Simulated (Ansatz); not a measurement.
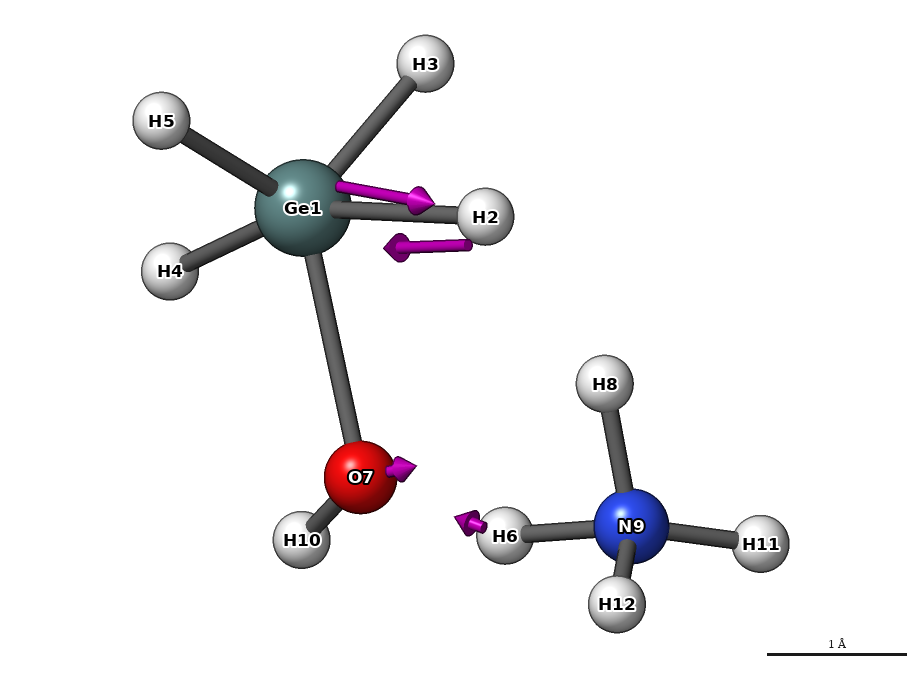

Arrows show the forces on the atoms, 1 Å of arrow for 1 eV/Å; forces under a tenth of the largest aren't drawn. Level of theory: PBE0-D4/def2-SVP (Ansatz 0.2.0).

Along which bond is the force strongest?

Answer. Ge1–H2, now 1.913 Å: the forces pull its atoms together, so a first step downhill shortens it.

List the force components in the frame of the picture (x right, y up, z towards the viewer), in eV/Å.

```csv
atom,Fx,Fy,Fz
Ge1,0.69,−0.13,0.68
H2,−0.62,−0.02,−0.65
H3,−0.03,−0.02,0.00
H4,−0.01,0.00,0.00
H5,0.02,−0.02,−0.01
H6,−0.22,0.08,−0.14
O7,0.21,0.04,0.13
H8,0.00,−0.01,−0.03
N9,−0.03,0.03,0.04
H10,0.00,0.01,0.01
H11,−0.03,0.02,0.01
H12,0.00,0.02,−0.04
```
